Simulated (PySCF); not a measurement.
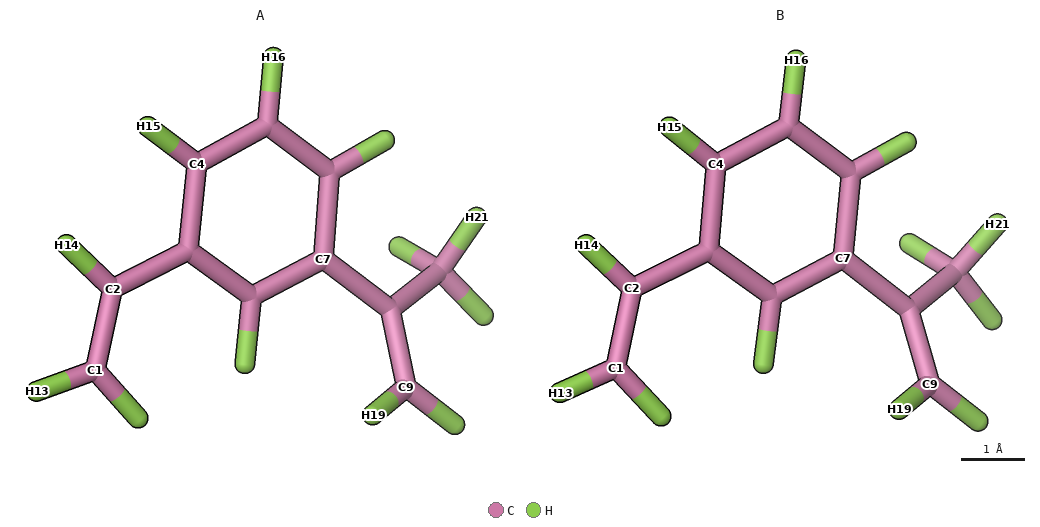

Two geometries of C₁₁H₁₂, drawn at one scale. One is the start of a relaxation, the other its converged end. A stick model, seen at a tilt.

Computed with PBE0-D3(BJ)/def2-SVP geometry optimisation, gas phase (PySCF). 

Q: Which of the two is the end point?

A: Structure A is the relaxed one. The start comes from GFN2-xTB. Its atoms were then displaced at random by about 0.01 Å. The energy falls by 26.0 kJ/mol in 9 geometry steps. The atom that moves furthest after the best rigid fit is an H atom (0.24 Å). Largest moves by element: H 0.24 Å, C 0.12 Å. Among the contacts that change: C–H 1.048 → 1.092 Å, C–C 1.371 → 1.399 Å, C–C 1.311 → 1.338 Å, C–H 1.076 → 1.102 Å. Among the angles between lasting bonds that change: C–C–H 125.5° → 120.7°, H–C–H 112.6° → 116.6°, C–C–H 123.2° → 119.3°. The run took 93 s on 2 threads of Intel(R) Xeon(R) 6975P-C (shared host).
